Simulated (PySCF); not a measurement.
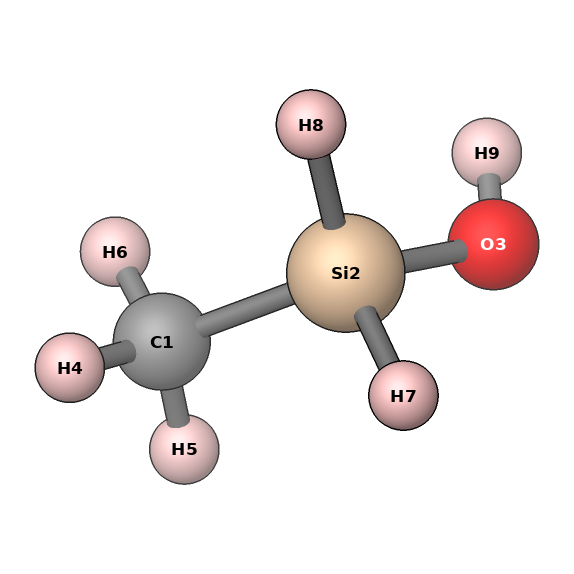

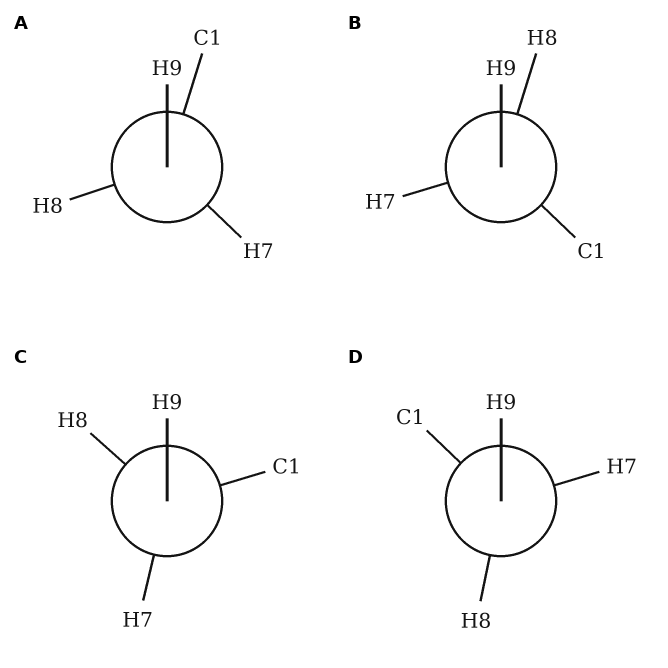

Depth is shown by fading: the farther an atom, the more it takes the colour of the background. Bonds that would overlap in a projection are set slightly apart. Computed geometry: PBE0-D3(BJ)/def2-SVP optimisation. No frequency run is at hand to confirm it as a minimum.

Question: Which Newman projection shows the view along O3–Si2, with O3 in front?

Answer: C. The torsion angle H9–O3–Si2–C1 is 73°, synclinal (gauche).
